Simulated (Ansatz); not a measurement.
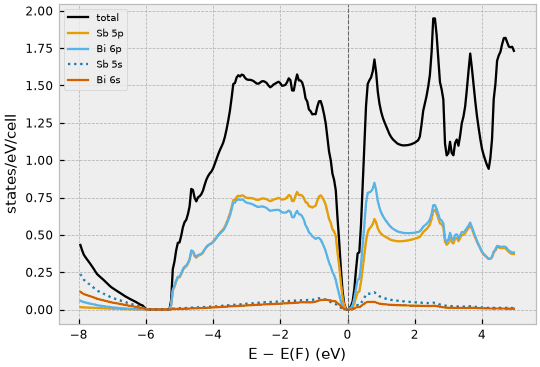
*Total and projected density of states of BiSb in space group R3m (No. 160; Sb on 3a, Bi on 3a), LDA (plane waves, PAW; program Ansatz)*

Task: Which orbitals carry the states next to the Fermi level?

Result: Within 0.5 eV of the Fermi level: Sb 5p 49 %, Bi 6p 37 %, Sb 5s 6 %, Bi 6s 6 %. Projections are on Löwdin-orthogonalised atomic valence shells; empty p or d shells of many metals are not among them.

Task: Where is the tallest occupied peak in this window, and what makes it?

Result: Near -1.5 eV, about 1.6 states/eV per cell; the largest projected share is Sb 5p.

The first step of the workflow began from a Materials Project structure, measured or hypothetical; the Crystallography Open Database copy checked does not list it. Whether it is the stable phase at ambient conditions was not checked. Symmetry was held in the LDA relaxation; of distortions, only those at the zone centre were tested. Scalar-relativistic: spin–orbit coupling is off unless named, which matters more the heavier the elements.

Potentials: the later of the program's two PAW sets.
